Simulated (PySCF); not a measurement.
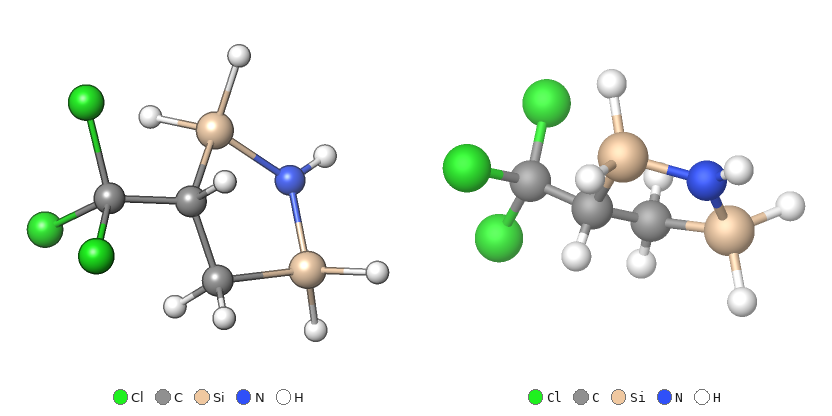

The same structure drawn twice, from different directions.

Question: Give the formula.

Answer: C3H8Cl3NSi2, 17 atoms: 3 carbon, 8 hydrogen, 3 chlorine, 1 nitrogen and 2 silicon.

Question: What is the point group of this geometry?

Answer: C1.

Question: Give a SMILES string for it.

Answer: ClC(Cl)(Cl)[C@H]1C[SiH2]N[SiH2]1

Question: Describe its rings.

Answer: Independent rings (smallest set): 1 of 5 members.

Question: Count the bonded pairs by element.

Answer: 4 Si–H, 3 C–Cl, 3 C–H, 2 C–C, 2 C–Si, 2 N–Si, 1 N–H.

The parts below concern this one geometry. Atoms keep their numbers from picture to picture. The computed structure is the end point of a PBE0-D3(BJ)/def2-SVP optimisation. No frequency run is at hand to confirm it as a minimum.

### Shape

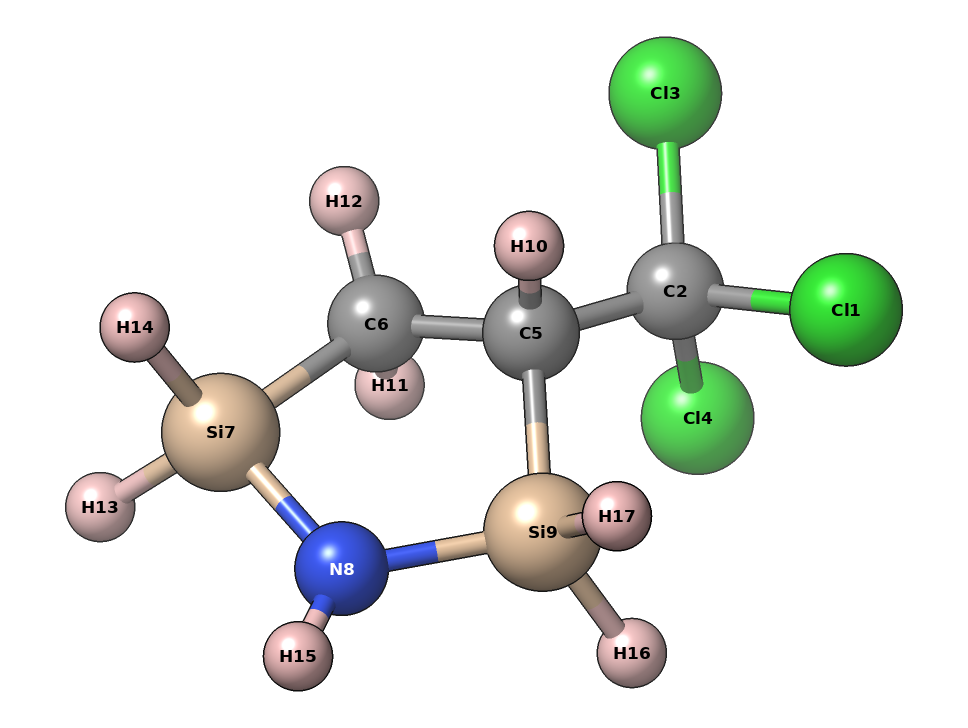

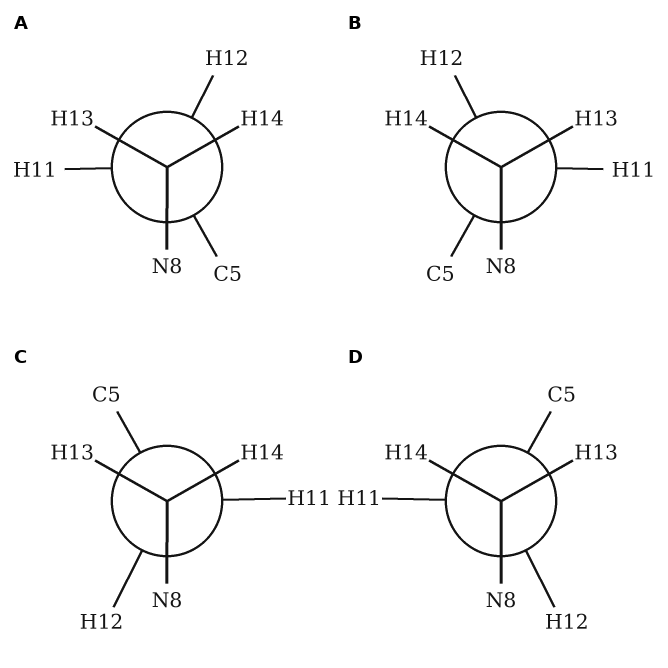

Atoms fade into the background with distance from the viewer. Bonds that would overlap in a projection are set slightly apart. No frequency run is at hand to confirm it as a minimum.

Question: Which Newman projection shows the view along Si7–C6, with Si7 in front?

Answer: A. The torsion angle N8–Si7–C6–C5 is −29°, synperiplanar.

### Ring current

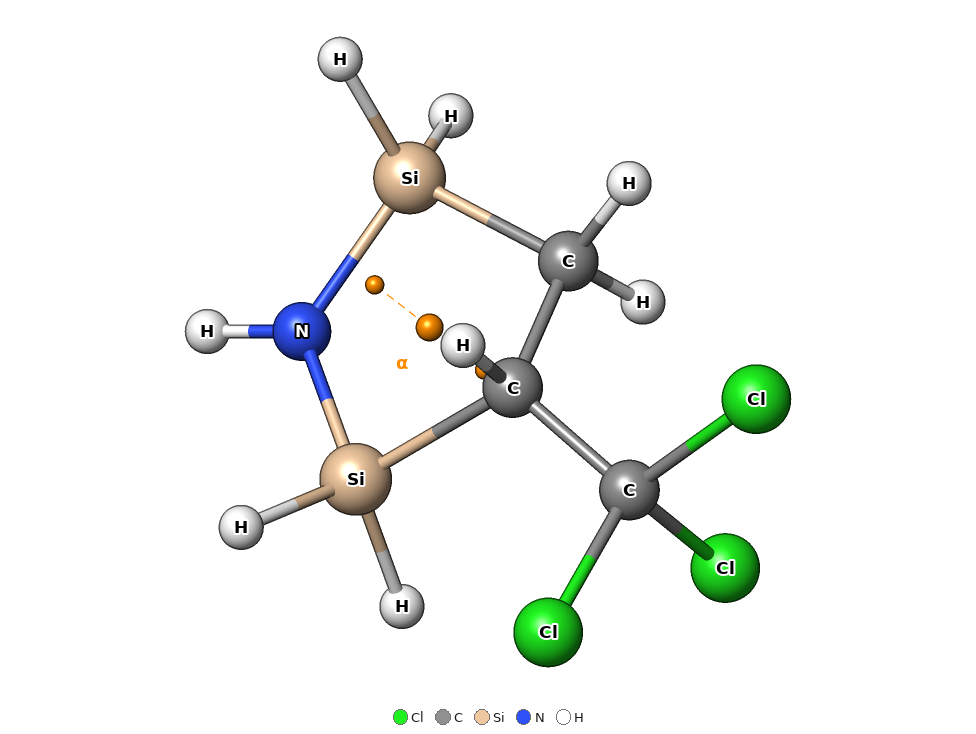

The small points mark where nucleus-independent chemical shifts (NICS) were computed: at the centre of each lettered ring and 1 Å above and below it. No frequency run is at hand to confirm it as a minimum. Method: GIAO PBE0/pcSseg-1 NMR shielding, non-relativistic, IEF-PCM benzene (PySCF 2.14.0).

Give NICS(0), NICS(1) and the out-of-plane component NICS(1)zz for each ring (means of the two sides).

| ring | members | NICS(0) | NICS(1) | NICS(1)zz |
| --- | --- | --- | --- | --- |
| α | C2NSi2 | −5.9 | −3.2 | −0.1 |

Values in ppm.

Question: What do the values say about the ring currents?

Answer: Ring α: weak, as in a non-aromatic ring. NICS is one index among several.

### Polarisability

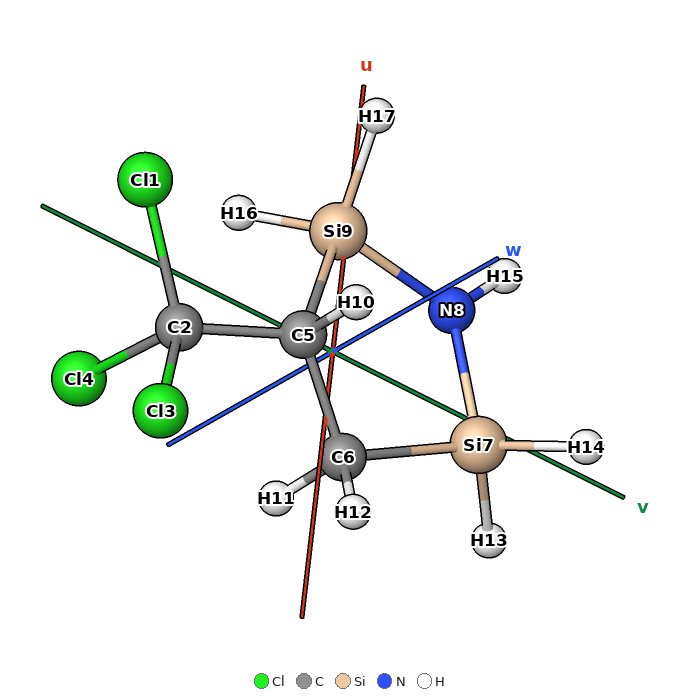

The lines u, v and w are the principal axes of the static dipole polarisability. No frequency run is at hand to confirm it as a minimum. Level of theory: PBE0/def2-SVPD (PySCF 2.14.0).

Question: Along which axis is the molecule most polarisable, and along which least?

Answer: Most along v (nearly parallel to the N8–Si9 bond), least along w (nearly parallel to the C2–Cl4 bond).

Question: Give the three principal values.

Answer: u 133.8, v 147.8, w 117.0 bohr³; mean 132.9, anisotropy 26.8 bohr³.

### Excitation

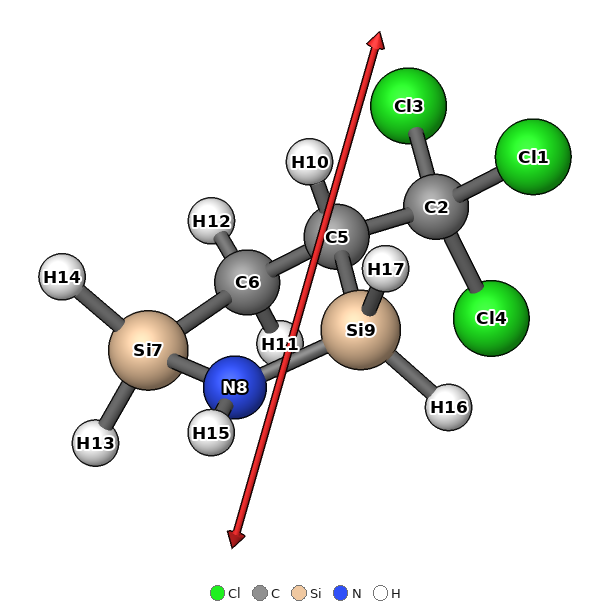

The double arrow shows the direction of the transition dipole to excited singlet state 8 (its length means nothing). No frequency run is at hand to confirm it as a minimum. Level of theory: TDDFT PBE0/def2-SVPD, vertical, gas phase, core orbitals frozen in the response (PySCF 2.14.0).

Question: Give its energy, strength and character.

Answer: 6.82 eV (182 nm), oscillator strength 0.019, mainly HOMO−4 → LUMO (weight 0.60); transition dipole 0.86 D.

### Core levels

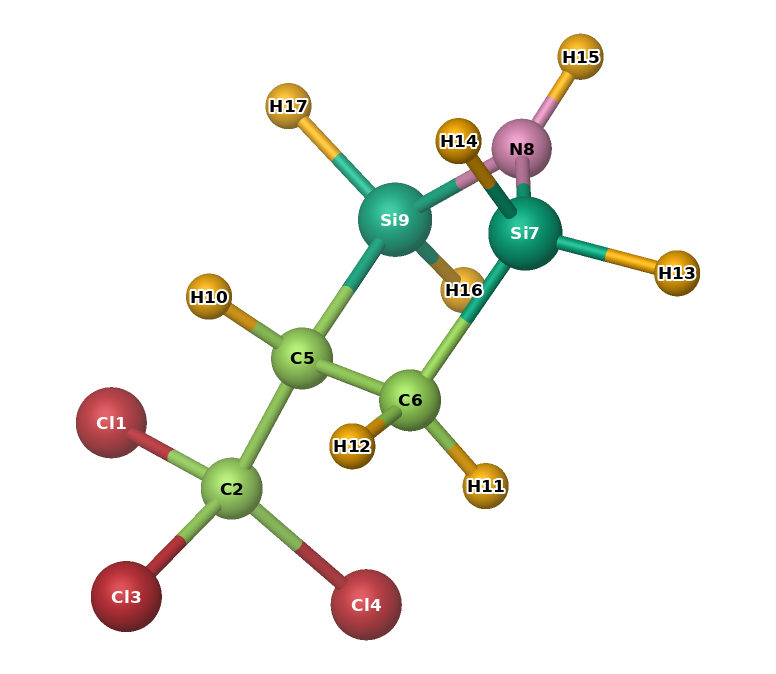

No frequency run is at hand to confirm it as a minimum. Properties computed with delta-SCF UKS SCAN, pcX-2 on the ionised atom, pcseg-1 elsewhere, spin-free X2C (PySCF 2.14.0).

Give the core-electron binding energies (to vacuum; p and d levels without spin–orbit splitting) of Cl1 1s, Cl1 2p, C2 1s, C5 1s, C6 1s, Si7 1s, Si7 2p, N8 1s, Si9 1s, Si9 2p.

```tsv
atom	level	binding energy (eV)
Cl1	1s	2828.9
Cl1	2p	206.9
C2	1s	295.1
C5	1s	291.0
C6	1s	290.4
Si7	1s	1846.8
Si7	2p	107.2
N8	1s	404.2
Si9	1s	1846.9
Si9	2p	107.2
```
